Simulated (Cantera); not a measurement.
Charge: 1 mol Si, 1.9 mol CO, 20 mol N2, held at 0.000240 bar.

Method: chemical equilibrium by Gibbs-energy minimisation in Cantera with the NASA 1993 tables (ideal gas, pure condensed phases). Candidate condensed phases: C, Si, SiC, SiO2, Si2N2O, Si3N4; 34 gas species. N2 is the only nitrogen source here; it is nearly inert below about 1500 K, so the nitride shown seldom forms there in practice. Mutual solubility and eutectic melting of coexisting phases are not modelled. The numbers say what is thermodynamically allowed, not how fast it happens.

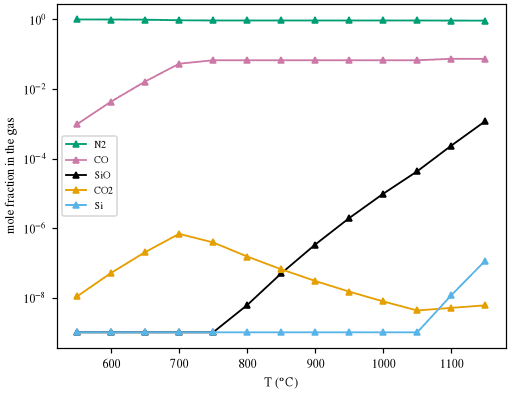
Figure: Equilibrium gas composition (values under 1e-9 drawn at 1e-9)

At 550 °C the condensed part is C(graphite) + SiO2(α-quartz) + Si2N2O(s). From 600 °C to 700 °C the condensed part is C(graphite) + SiO2(β-quartz) + Si2N2O(s). From 750 °C to 1050 °C the condensed part is C(graphite) + Si2N2O(s). From 1100 °C to 1150 °C the condensed part is SiC(s) + Si2N2O(s).
